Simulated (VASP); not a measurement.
Band structure of GeRh (space group P2_13). Computed with r2SCAN meta-GGA, VASP's PBE PAW potentials (set 64) (plane waves; VASP).

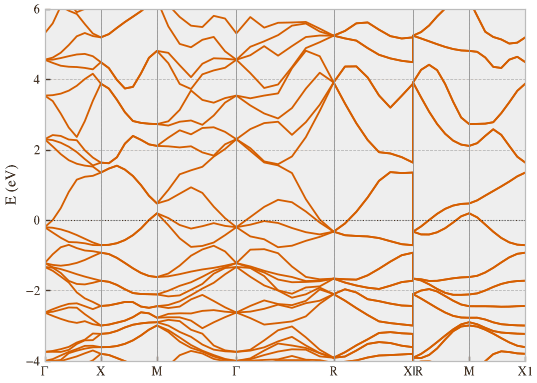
Bands along high-symmetry lines, zero at the valence-band maximum or, without a gap, the Fermi level

### Question
Read the plot: is there a gap, and where are the band edges?

### Answer
It has no gap at this level: it comes out as a metal or semimetal.

The structure comes from a computed database's GeRh entry (P2_13); how it stands against other phases isn't given here. It was relaxed first.
